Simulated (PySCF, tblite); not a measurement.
# C3H8B3N3: geometry, infrared bands and NMR shifts

What infrared bands and NMR shifts should C3H8B3N3 (`C#CB1NBNBN1C`) show?

The runs use tblite 0.8.0 and PySCF 2.14.0, with density-fitted response routines of our own; the level of theory stands in each step. All values are computed, except where a source is named. Atoms count from 0, in the outputs and in this text.

## Step 1: The starting structure

17 atoms, charge 0, multiplicity 1; geometry from: force field or distance geometry start.

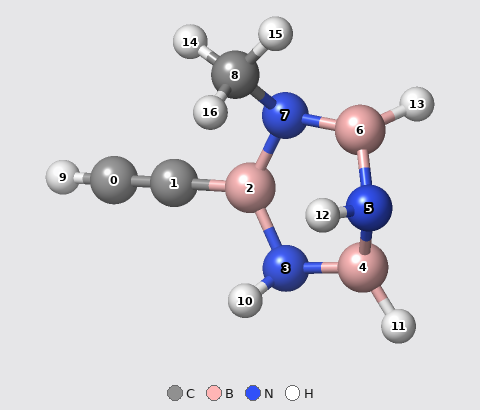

As it starts; carbon grey, boron pink, nitrogen blue, hydrogen white, atoms numbered.

## Step 2: Relaxing the molecule with GFN2-xTB

The job: settings as JSON, then the geometry in Å.

```
{"job": {"kind": "relax", "xc": "GFN2-xTB", "basis": "xTB"}, "charge": 0, "multiplicity": 1}
C      3.441100    -0.142800     0.121000
C      2.222300    -0.248400     0.258400
B      0.713100    -0.421000     0.457100
N      0.117200    -1.769600     0.045500
B     -1.359100    -1.883000     0.345200
N     -2.167600    -0.585200     0.130500
B     -1.583100     0.388900     1.139700
N     -0.106400     0.713000     1.015000
C     -0.038400     1.936800     0.236400
H      4.483100    -0.048200     0.015100
H      0.315500    -1.862000    -0.962600
H     -1.844400    -2.959800     0.214300
H     -1.959900    -0.227000    -0.797100
H     -1.998400     0.304900     2.248400
H      0.908400     2.471900     0.412700
H     -0.919200     2.559400     0.603000
H     -0.231300     1.784100    -0.843100
```

Launch:

```sh
> OMP_NUM_THREADS=1 python probes_run.py task.json out
```

The driver reads the jobs from task.json and runs them one after another.

Log:

```text
step      E/eV     max force
  0    -623.82969    2.739
  1    -624.14213    6.325
  2    -624.62514    2.445
  3    -624.83355    1.239
  4    -624.96958    1.296
  5    -625.06803    1.268
  6    -625.21669    1.177
  7    -625.34745    1.367
  8    -625.51762    1.317
  9    -625.64482    0.984
 10    -625.74170    0.891
 11    -625.81159    0.647
 12    -625.78573    2.567
 13    -625.88336    0.698
 14    -625.91610    0.532
 15    -626.01782    1.267
 16    -626.08938    1.140
 17    -626.16123    0.888
 18    -626.26654    0.783
 19    -626.37191    0.843
 20    -626.45247    0.743
 21    -626.50949    0.732
 22    -626.56716    0.771
 23    -626.63675    0.759
 24    -626.69832    1.445
 25    -626.79804    1.087
 26    -626.92378    1.030
 27    -627.09088    1.710
 28    -627.23072    1.310
 29    -627.30243    2.771
 30    -627.57802    1.468
 31    -627.78477    1.103
 32    -627.87570    0.988
 33    -627.91944    1.893
 34    -628.03888    0.730
 35    -628.09395    0.900
 36    -628.15712    0.580
 37    -628.17961    0.482
 38    -628.22148    0.482
 39    -628.26170    0.428
 40    -628.30115    0.487
 41    -628.32972    0.289
 42    -628.34849    0.279
 43    -628.35925    0.323
 44    -628.37215    0.289
 45    -628.37979    0.221
 46    -628.38515    0.170
 47    -628.38938    0.155
 48    -628.39348    0.138
 49    -628.39629    0.103
 50    -628.39806    0.115
 51    -628.39970    0.118
 52    -628.40212    0.129
 53    -628.40543    0.149
 54    -628.40908    0.149
 55    -628.41232    0.141
 56    -628.41534    0.158
 57    -628.41853    0.160
 58    -628.42157    0.136
 59    -628.42384    0.095
 60    -628.42535    0.086
 61    -628.42658    0.083
 62    -628.42766    0.080
 63    -628.42834    0.058
 64    -628.42860    0.029
 65    -628.42870    0.022
 66    -628.42878    0.019
 67    -628.42886    0.017
 68    -628.42893    0.019
 69    -628.42899    0.021
 70    -628.42905    0.018
 71    -628.42911    0.016
 72    -628.42917    0.016
 73    -628.42922    0.016
 74    -628.42927    0.020
 75    -628.42932    0.019
 76    -628.42938    0.017
 77    -628.42943    0.018
 78    -628.42949    0.016
 79    -628.42954    0.021
 80    -628.42959    0.027
 81    -628.42967    0.036
 82    -628.42978    0.046
 83    -628.42991    0.043
 84    -628.43001    0.024
 85    -628.43008    0.022
 86    -628.43013    0.020
 87    -628.43020    0.030
 88    -628.43026    0.031
 89    -628.43031    0.020
 90    -628.43034    0.011
 91    -628.43035    0.009
```

It took 0.59 s on 1 thread of Arm Neoverse V1, shared host; peak memory 0.18 GiB.

Step by step: (not every step is listed)

| step | energy from step 0 (eV) | largest force (eV/Å) |
| --- | --- | --- |
| 0 | 0.0000 | 2.7387 |
| 1 | -0.3124 | 6.3253 |
| 2 | -0.7954 | 2.4451 |
| 3 | -1.0039 | 1.2390 |
| 4 | -1.1399 | 1.2961 |
| 5 | -1.2383 | 1.2678 |
| 6 | -1.3870 | 1.1766 |
| 7 | -1.5178 | 1.3668 |
| 8 | -1.6879 | 1.3165 |
| 15 | -2.1881 | 1.2672 |
| 22 | -2.7375 | 0.7711 |
| 29 | -3.4727 | 2.7715 |
| 36 | -4.3274 | 0.5805 |
| 43 | -4.5296 | 0.3226 |
| 50 | -4.5684 | 0.1146 |
| 57 | -4.5888 | 0.1596 |
| 64 | -4.5989 | 0.0289 |
| 71 | -4.5994 | 0.0162 |
| 78 | -4.5998 | 0.0164 |
| 85 | -4.6004 | 0.0225 |
| 86 | -4.6004 | 0.0197 |
| 87 | -4.6005 | 0.0304 |
| 88 | -4.6006 | 0.0310 |
| 89 | -4.6006 | 0.0200 |
| 90 | -4.6006 | 0.0108 |
| 91 | -4.6007 | 0.0094 |

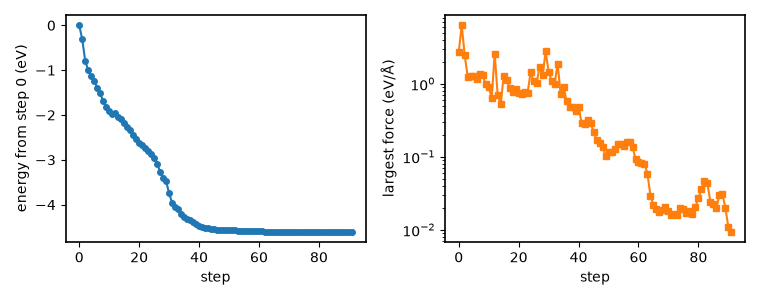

Energy and largest force along the relaxation.

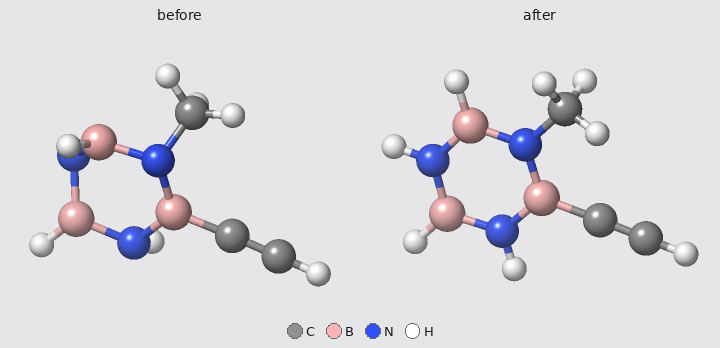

Before and after, at one scale.

Close pairs (by a distance rule), those that changed most:

| bond | before (Å) | after (Å) | change (Å) |
| --- | --- | --- | --- |
| B4–N5 | 1.544 | 1.416 | -0.128 |
| B2–N3 | 1.531 | 1.422 | -0.108 |
| N5–B6 | 1.520 | 1.417 | -0.103 |
| N3–B4 | 1.511 | 1.414 | -0.097 |
| B6–N7 | 1.517 | 1.420 | -0.097 |
| B2–N7 | 1.506 | 1.425 | -0.082 |
| C8–H15 | 1.139 | 1.090 | -0.049 |
| C0–C1 | 1.231 | 1.203 | -0.028 |

The final coordinates are the input of the step that follows.

## Step 3: Vibrational analysis with GFN2-xTB

The job: settings as JSON, then the geometry in Å.

```
{"job": {"kind": "ir", "xc": "GFN2-xTB", "basis": "xTB"}, "charge": 0, "multiplicity": 1}
C      3.323516     0.019151    -0.039048
C      2.134997    -0.150400     0.036143
B      0.630052    -0.388300     0.141947
N      0.107988    -1.700167    -0.030292
B     -1.270096    -2.000335     0.064865
N     -2.128178    -0.910801     0.349887
B     -1.668663     0.417012     0.530752
N     -0.276261     0.674116     0.423828
C      0.214292     2.034763     0.569330
H      4.362489     0.172390    -0.105557
H      0.759519    -2.445019    -0.225952
H     -1.679966    -3.091322    -0.081482
H     -3.118228    -1.084452     0.429244
H     -2.422767     1.287158     0.768766
H      1.253056     2.032271     0.899348
H     -0.390152     2.580420     1.293840
H      0.161405     2.565543    -0.386066
```

Log:

```text
mode    cm-1     km/mol
  1     -34.5      0.34
  2      86.1      0.04
  3     116.6      0.00
  4     169.7      0.68
  5     248.4      0.08
  6     316.6      0.91
  7     325.0      0.53
  8     370.1      0.24
  9     378.9      0.93
 10     444.3      0.91
 11     484.3      0.41
 12     571.0     31.40
 13     648.2      0.75
 14     675.1      0.95
 15     677.6     17.34
 16     694.3     23.15
 17     715.2      0.49
 18     726.7     34.39
 19     793.9      5.72
 20     817.5    316.82
 21     955.7      9.44
 22     978.5      1.05
 23    1026.9      1.24
 24    1058.8     13.14
 25    1099.2     34.92
 26    1111.8      3.97
 27    1175.2      7.02
 28    1189.3      7.47
 29    1215.4      1.49
 30    1294.7     10.28
 31    1331.8     10.92
 32    1395.4    526.95
 33    1410.7    629.95
 34    1421.9    126.67
 35    1482.7      4.76
 36    1495.1     18.59
 37    2219.1     16.37
 38    2577.5    262.80
 39    2590.5    214.16
 40    2942.9     50.32
 41    2999.3     33.10
 42    3005.4     34.91
 43    3355.6      4.68
 44    3461.3      1.70
 45    3465.7      2.52
```

It took 0.56 s on 1 thread of Arm Neoverse V1, shared host; peak memory 0.18 GiB.

Which atoms move in the most intense modes:

| cm⁻¹ | km/mol | atoms |
| --- | --- | --- |
| 818 | 316.8 | H11 30 %, H12 21 %, B4 13 %, H13 10 % |
| 1099 | 34.9 | B2 34 %, H15 15 % |
| 1395 | 527.0 | N5 22 %, B4 20 %, N7 20 %, B2 17 % |
| 1411 | 630.0 | N3 22 %, B6 16 %, B2 11 % |
| 1422 | 126.7 | H14 25 %, H15 24 %, H16 20 % |
| 2578 | 262.8 | H13 87 % |
| 2590 | 214.2 | H11 87 % |
| 2943 | 50.3 | H16 90 % |

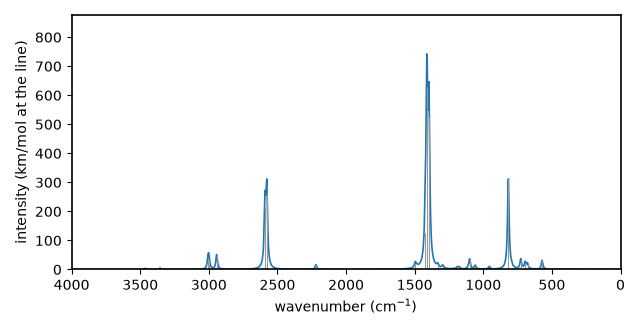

The infrared spectrum from these modes, unscaled. Lines are broadened to a width of 14 cm⁻¹ (Lorentzian).

## Step 4: Nuclear shieldings: PBE0/pcSseg-1

The job, as its differences from that of step 3:

```diff
@@ -1,2 +1,2 @@
-{"job": {"kind": "ir", "xc": "GFN2-xTB", "basis": "xTB"}, "charge": 0, "multiplicity": 1}
+{"job": {"kind": "nmr", "xc": "PBE0", "basis": "pcSseg-1"}, "charge": 0, "multiplicity": 1}
 C      3.323516     0.019151    -0.039048
```

Method: GIAO PBE0/pcSseg-1 NMR shielding, non-relativistic, gas phase.

Log:

```text
coarse grid: 14664 points
cycle   1  E = -357.5310359533  dE =  1.338e+00  |g| = 5.611e-01  |ddm| = 3.698e+00
cycle   2  E = -357.4965061916  dE =  3.453e-02  |g| = 6.976e-01  |ddm| = 1.025e+00
cycle   3  E = -357.6025566826  dE = -1.061e-01  |g| = 1.597e-01  |ddm| = 5.689e-01
cycle   4  E = -357.6079859550  dE = -5.429e-03  |g| = 6.379e-02  |ddm| = 1.393e-01
cycle   5  E = -357.6088916916  dE = -9.057e-04  |g| = 2.084e-02  |ddm| = 5.094e-02
cycle   6  E = -357.6089954516  dE = -1.038e-04  |g| = 2.179e-03  |ddm| = 1.604e-02
cycle   7  E = -357.6089965064  dE = -1.055e-06  |g| = 7.642e-04  |ddm| = 2.265e-03
final grid: 143200 points
cycle   8  E = -357.6516958077  dE = -4.591e-05  |g| = 9.263e-03  |ddm| = 3.527e-02
cycle   9  E = -357.6516857761  dE =  1.003e-05  |g| = 1.174e-02  |ddm| = 1.448e-02
cycle  10  E = -357.6517150952  dE = -2.932e-05  |g| = 1.193e-03  |ddm| = 7.624e-03
cycle  11  E = -357.6517153856  dE = -2.904e-07  |g| = 4.609e-04  |ddm| = 1.046e-03
cycle  12  E = -357.6517154265  dE = -4.082e-08  |g| = 2.276e-04  |ddm| = 4.306e-04
cycle  13  E = -357.6517154393  dE = -1.279e-08  |g| = 3.385e-05  |ddm| = 1.627e-04
cycle  14  E = -357.6517154395  dE = -2.459e-10  |g| = 1.178e-05  |ddm| = 3.348e-05
converged SCF energy = -357.6517154395

GIAO shielding tensors (ppm)
atom      isotropic    diamagn.    paramagn.     s11        s22        s33       span
  0 C       84.539     261.976    -177.437     11.436     15.474    226.708    215.272
  1 C       94.886     257.978    -163.091    -10.558      2.358    292.859    303.417
  2 B       78.706     196.152    -117.446     52.547     75.256    108.317     55.770
  3 N      119.578     324.723    -205.145    -20.894    152.620    227.008    247.902
  4 B       74.631     195.867    -121.235     47.036     59.359    117.498     70.462
  5 N      121.947     323.551    -201.604    -21.844    152.830    234.856    256.700
  6 B       71.770     197.015    -125.245     44.906     62.123    108.280     63.375
  7 N      121.128     327.489    -206.361    -34.577    144.423    253.538    288.115
  8 C      146.009     242.679     -96.669    121.680    133.430    182.917     61.237
  9 H       29.315      33.877      -4.562     24.545     25.184     38.215     13.669
 10 H       25.687      30.978      -5.291     20.764     27.024     29.273      8.509
 11 H       27.045      28.717      -1.672     24.187     27.518     29.429      5.242
 12 H       25.797      28.942      -3.145     21.450     25.561     30.379      8.929
 13 H       26.842      30.851      -4.009     23.850     27.845     28.830      4.979
 14 H       27.753      28.953      -1.200     22.439     29.261     31.561      9.122
 15 H       28.429      28.271       0.158     23.924     27.340     34.023     10.099
 16 H       28.250      28.657      -0.407     24.513     25.471     34.765     10.252
```

It took 64 s on 1 thread of Arm Neoverse V1, shared host; peak memory 0.85 GiB.

The references, computed at this level on geometries of the same kind, shield at (ppm): ¹H TMS 31.72, ¹³C TMS 186.9, ¹⁵N NH3 267.7, ¹¹B BF3·OEt2 100.1. Their shielding less the atom's gives the shift. The references are single molecules in the gas phase, so shifts against H2O, NH3, PH3, H3PO4 or CFCl3 are not on the usual liquid scales and can be off by tens of ppm. Atoms listed in one row are averaged.

| atoms | environment | σ (ppm) | δ (ppm) | δ scaled to CDCl3 |
| --- | --- | --- | --- | --- |
| C0 | terminal alkyne carbon | 84.5 | 102.4 | 98.0 |
| C1 | alkyne carbon | 94.9 | 92.0 | 87.9 |
| C8 | methyl carbon bonded to N | 146.0 | 40.9 | 38.0 |
| H10 | hydrogen on a nitrogen bonded to 2 B, in a 6-membered ring | 25.69 | 6.03 | – |
| H12 | hydrogen on a nitrogen bonded to 2 B, in a 6-membered ring | 25.80 | 5.92 | – |
| H13 | hydrogen on a boron bonded to 2 N, in a 6-membered ring | 26.84 | 4.88 | – |
| H11 | hydrogen on a boron bonded to 2 N, in a 6-membered ring | 27.04 | 4.67 | – |
| H14, H15, H16 | hydrogen on a methyl carbon bonded to N | 28.14 | 3.57 | 3.47 |
| H9 | hydrogen on a terminal alkyne carbon | 29.31 | 2.40 | 2.37 |
| B6 | boron bonded to 2 N, H, in a 6-membered ring | 71.8 | 28.3 | – |
| B4 | boron bonded to 2 N, H, in a 6-membered ring | 74.6 | 25.4 | – |
| B2 | boron bonded to C, 2 N, in a 6-membered ring | 78.7 | 21.4 | – |
| N3 | nitrogen bonded to 2 B, H, in a 6-membered ring | 119.6 | 148.2 | – |
| N7 | nitrogen bonded to C, 2 B, in a 6-membered ring | 121.1 | 146.6 | – |
| N5 | nitrogen bonded to 2 B, H, in a 6-membered ring | 121.9 | 145.8 | – |

The scaled column applies a straight-line fit of computed shieldings to shifts measured in CDCl3 (root-mean-square error 0.16 ppm for H, 1.9 ppm for C).

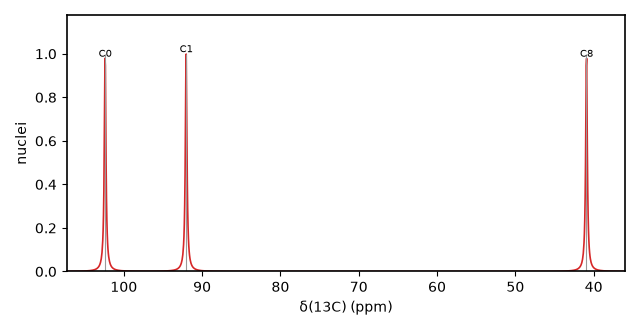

¹³C lines at the computed shifts, without couplings. Lines are broadened to a width of 0.25 ppm (Lorentzian).

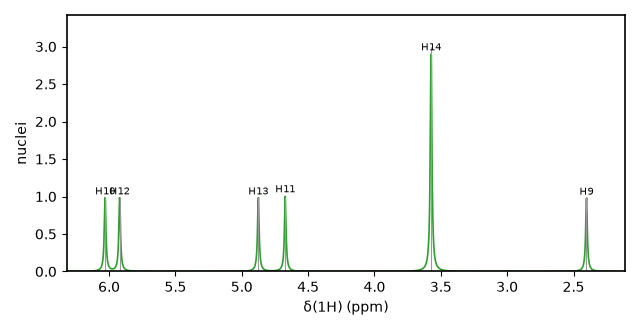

¹H lines at the computed shifts, without couplings. Lines are broadened to a width of 0.01 ppm (Lorentzian).

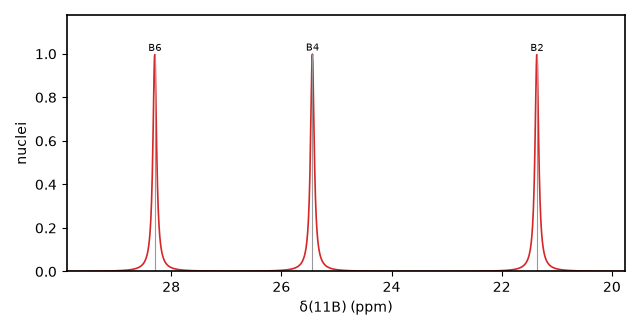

¹¹B lines at the computed shifts, without couplings. Lines are broadened to a width of 0.08 ppm (Lorentzian).

The run also stored atomic charges by several schemes (e):

| atoms | Mulliken | IAO | Hirshfeld | ESP fit |
| --- | --- | --- | --- | --- |
| C0 | -0.26 | -0.21 | -0.09 | -0.29 |
| C1 | -0.07 | -0.14 | -0.11 | -0.28 |
| B2 | 0.57 | 0.27 | 0.19 | 0.59 |
| N3 | -0.52 | -0.44 | -0.22 | -0.73 |
| B4 | 0.32 | 0.18 | 0.16 | 0.45 |
| N5 | -0.53 | -0.45 | -0.22 | -0.66 |
| B6 | 0.35 | 0.18 | 0.16 | 0.32 |
| N7 | -0.66 | -0.29 | -0.15 | -0.13 |
| C8 | -0.06 | -0.29 | -0.06 | -0.44 |

Mulliken charges:

C0 -0.26; C1 -0.07; B2 0.57; N3 -0.52; B4 0.32; N5 -0.53; B6 0.35; N7 -0.66; C8 -0.06; H9 0.05; H10 0.22; H11 0.01; H12 0.21; H13 0.00; H14 0.13; H15 0.12; H16 0.12

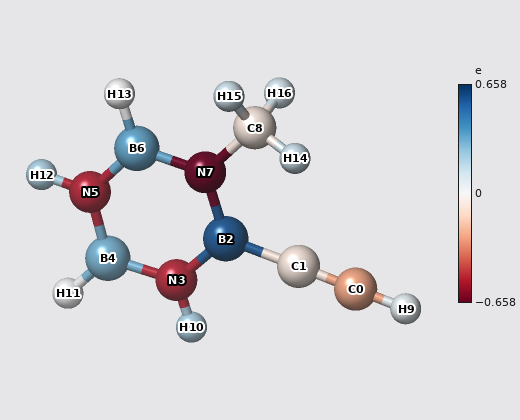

Mulliken charges, as colours on the atoms.

Mayer bond orders: C0–C1 2.54, C1–B2 0.93, B2–N3 1.17, N3–B4 1.16, B4–N5 1.17, N5–B6 1.18, B6–N7 1.12, N7–C8 0.95, N7–B2 1.11.

Ring of atoms B2, N3, B4, N5, B6, N7: NICS(0) -3.4, NICS(1) -3.8, NICS(1)zz -6.1 ppm (means of both faces).

The fields below are evaluated on a grid from the run's orbitals.

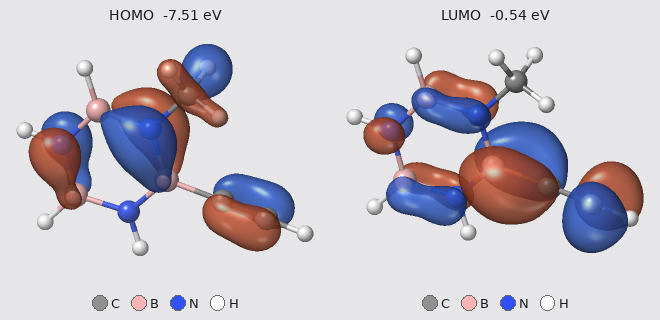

PBE0/pcSseg-1 orbitals near the gap, drawn at the value that encloses 70 % of each; the two colours are the two signs.

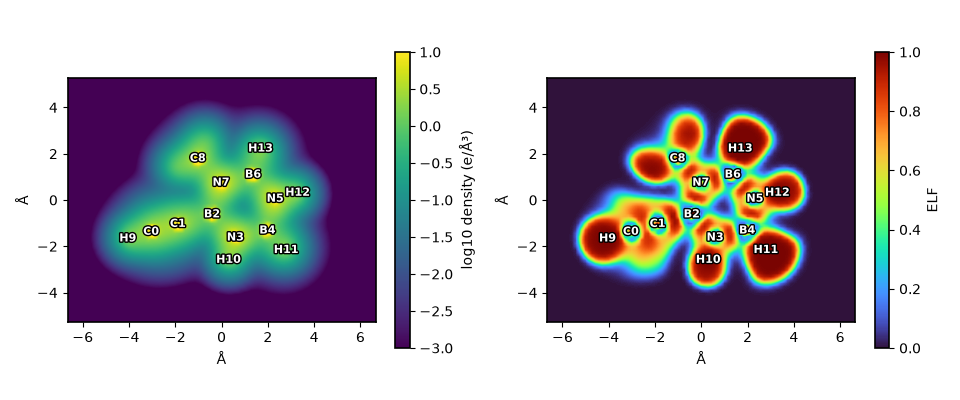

Density (left) and ELF (right) in a plane through or near 14 of the atoms.

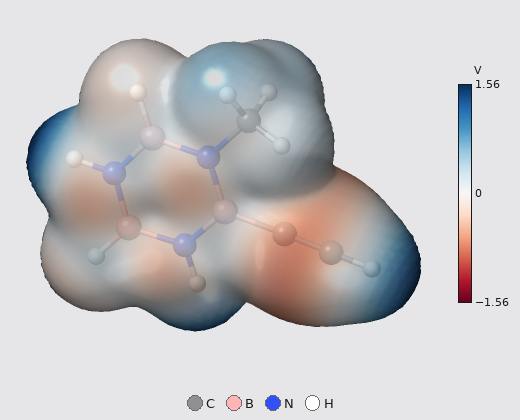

The potential that a unit positive charge feels on the 0.002 e/bohr³ surface, from -0.78 V near C1 to 1.56 V near H12.

## Step 5: What came out

```
                                                              quantity                                   value
                             strongest single infrared mode (GFN2-xTB)                   1411 cm⁻¹, 630 km/mol
                                          zero-point energy (GFN2-xTB)                           79.4 kcal/mol
                                ¹³C shifts against TMS (PBE0/pcSseg-1)                   102.4, 92.0, 40.9 ppm
¹H shifts against TMS (PBE0/pcSseg-1, means over atoms taken as alike)  6.03, 5.92, 4.88, 4.67, 3.57, 2.40 ppm
                           ¹¹B shifts against BF3·OEt2 (PBE0/pcSseg-1)                    28.3, 25.4, 21.4 ppm
                                ¹⁵N shifts against NH3 (PBE0/pcSseg-1)                 148.2, 146.6, 145.8 ppm
                                 surface potential, least and greatest                      -0.78 V and 1.56 V
```

**Reading.** Over 91 steps the energy fell by 4.601 eV; of the close pairs, B4–N5 changed most, 1.544 to 1.416 Å. The lowest mode is imaginary (34i cm⁻¹), so the xTB geometry is not a minimum. The strongest single mode, at 1411 cm⁻¹, is spread over many atoms; the largest shares are those of N3, B6. Unscaled tight-binding wavenumbers are off by several per cent, some by more. Its intensities can rank the bands wrongly. At PBE0/pcSseg-1, counted by nearest atom on the grid, the HOMO lies on N7 40 %; N5 13 %, the LUMO on B2 28 %; C0 22 %.
